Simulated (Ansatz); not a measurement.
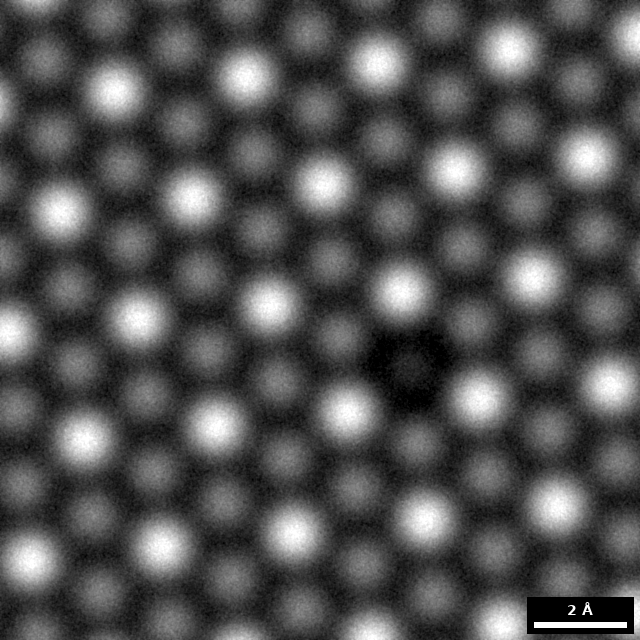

Z-contrast image of Ti (P6_3/mmc, No. 194) along [001]. The image is simulated as a sum over atoms of Z^1.6, blurred by a 1.09 Å probe (no channelling). The probe carries 15 % of its weight in a tail 2.5 times as wide. The display is stretched by a gamma of 0.8; percentages refer to the linear signal. Shot noise was added.

The sample is 2 repeats (18.5 Å) thick. One point defect was put into the perfect crystal, without relaxing the atoms around it. Brightness is counted from the darkest point of the image. Host structure: coordinates from a relaxation with DFT, PBEsol, plane waves (420 eV) with PAW, scalar-relativistic (Ansatz 0.2.0); the starting structure was generated, so it need not be a known form of this composition.

Where is the defect (in Å from the left and the top edge), and what does its contrast suggest?

At about 9 Å from the left and 8 Å from the top. The column is dimmer, which points to a vacancy or a lighter atom. The column holds 2 atoms (Ti) through the sample, and one Ti atom is missing, so its peak drops to about 15 % of that of its equals.
